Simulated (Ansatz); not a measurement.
The starting structures come from a database of crystals and need not be the phases stable at ambient conditions.

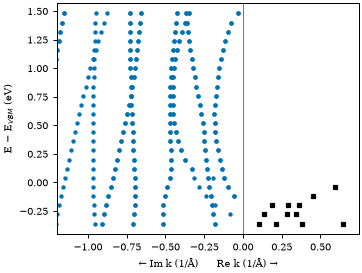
Figure. Complex bands at the centre of the two-dimensional zone; r2SCAN (Ansatz, a quantum-chemistry and plane-wave program)

No gap correction and no spin-orbit coupling; mid-gap values are interpolated between computed energies.

### Question
This is Se (R-3, not sure to be the ambient phase, 6 atoms a cell, 25.2 Å³ an atom) along the normal of (101). Read off the slowest decay at the centre of the two-dimensional zone at 0.60 eV, the computed energy nearest the middle of the gap.

### Answer
κ ≈ 0.18 1/Å, a decay length 1/(2κ) of the density of 2.7 Å.
